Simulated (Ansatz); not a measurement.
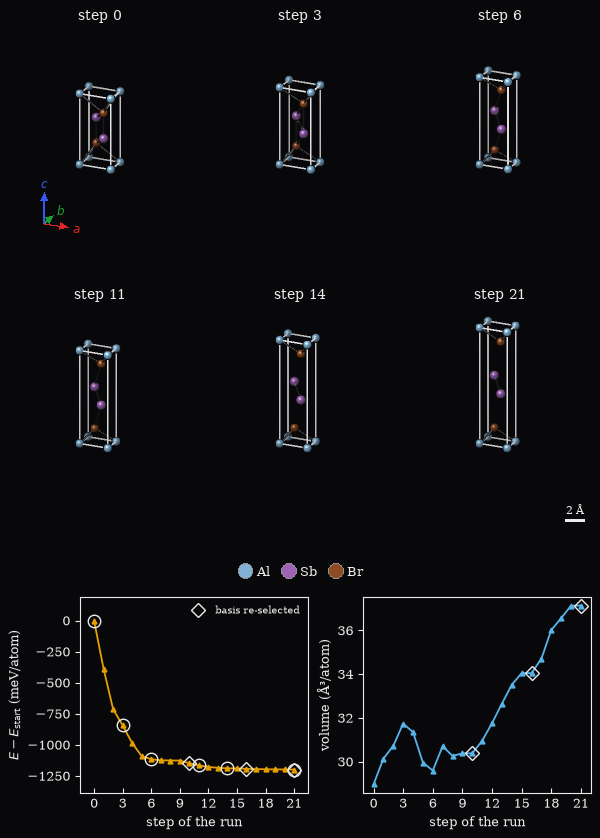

Frames of a relaxation of crystalline AlSb2Br2 (built on the EuMn2P2 type) (coarse preliminary run), marked on the history of the run. Style: ball-and-stick. Shown: the cell of the calculation, slightly off an axis.

Case: EuMn2P2 type (P-3m1, No. 164).

Computed with DFT PBE, scalar-relativistic, plane waves, PAW in Ansatz 0.2.0. Set-up: plane-wave cutoff 420 eV; k-point mesh 6 × 6 × 2; occupations gaussian; smearing width 0.1 eV; no spin polarisation; cell and atoms relaxed; force threshold 0.04 eV/Å; at most 70 steps.

Q: What happens along the run?

A: Over 18 accepted moves (21 points after the start) the energy falls by 1198 meV per atom. The largest force component goes from 4.5 to 0.013 eV/Å. Pressure: 9.58 GPa at the start and −0.01 GPa at the end. The SCF was repeated 3 times at an unchanged geometry on a basis and grid sized afresh for the cell, which shifted the energy by 21.6 meV per atom at most. The largest moves relative to the cell, 1.89 Å, are those of Br atoms. Largest moves by element: Br 1.89 Å, Sb 0.72 Å. Al stays in place. The drawn cell changes as follows: a = b 4.618 → 4.090 Å (−11.4 %), c 7.840 → 12.818 Å (+63.5 %); the volume changes by +28.2 %. Some distances before and after: Br–Sb 2.823 → 5.788 Å, Br–Sb 2.827 → 4.769 Å, Al–Br 3.356 → 2.767 Å, Sb–Sb 3.263 → 2.878 Å. Bonds break, among them: Br–Sb (2.82 → 5.79 Å), Br–Sb (2.83 → 4.77 Å). The space group stays P-3m1 (No. 164). The run took 110 s on 1 thread of Arm Neoverse V2 (shared host), peak memory 0.43 GiB. From step 0 to 3: Br atoms move most (0.52 Å), volume +9.6 %, energy −843 meV per atom. From step 3 to 6: Br atoms move most (0.61 Å), volume −6.7 %, energy −273 meV per atom. From step 6 to 11: Sb atoms move most (0.08 Å), volume +4.6 %, energy −49.8 meV per atom. From step 11 to 14: Br atoms move most (0.10 Å), volume +8.3 %, energy −23.7 meV per atom. From step 14 to 21: Br atoms move most (0.15 Å), volume +10.8 %, energy −9.3 meV per atom.

Limits of the set-up: the k-point mesh is coarse for a cell with partly filled bands.
